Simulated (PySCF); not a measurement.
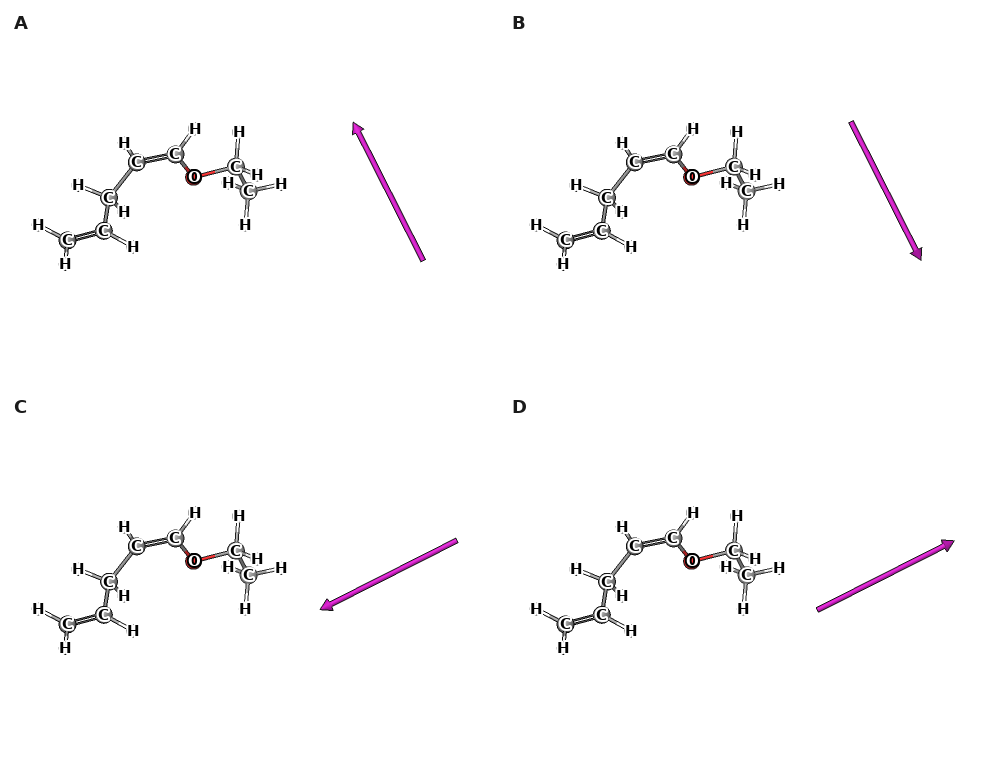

The same molecule four times, each with an arrow. The geometry was computed by an optimisation with GFN2-xTB. No frequency run is at hand to confirm it as a minimum. Properties computed with PBE0/pcSseg-1, gas phase (PySCF 2.14.0).

Question: Which arrow points along the dipole moment, from the negative to the positive end?

Answer: D. The dipole moment is 2.01 D.
